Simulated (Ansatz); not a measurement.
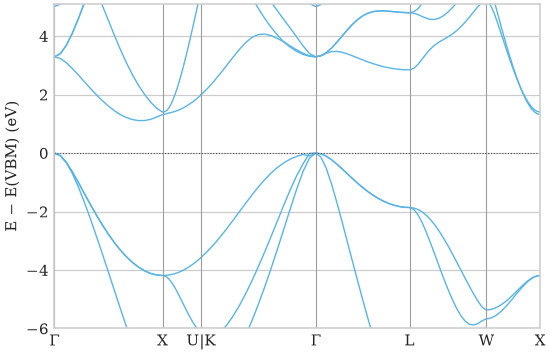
Band structure from plane-wave PAW LDA (Ansatz code)

Q: Read off the gap and where the band edges lie.

A: About 1.1 eV (1.11 eV by a search for the band edges); maximum at Γ, minimum on the Γ–X line, 80 % of the way from Γ.

Q: Which of these materials gives this?
(A) GaN, zinc blende
(B) BAs, zinc blende
(C) BeTe, zinc blende
(D) BeSe, zinc blende

A: B, BAs, zinc blende

Space group F-43m (zinc blende). The LDA relaxation kept the symmetry of its start. Scalar-relativistic: spin–orbit coupling is off unless named, which matters more the heavier the elements.

Potentials: the earlier of the program's two PAW sets. The files were generated under PBE; for other functionals the program regenerates the frozen cores, and for LDA and PBEsol the local potential too.
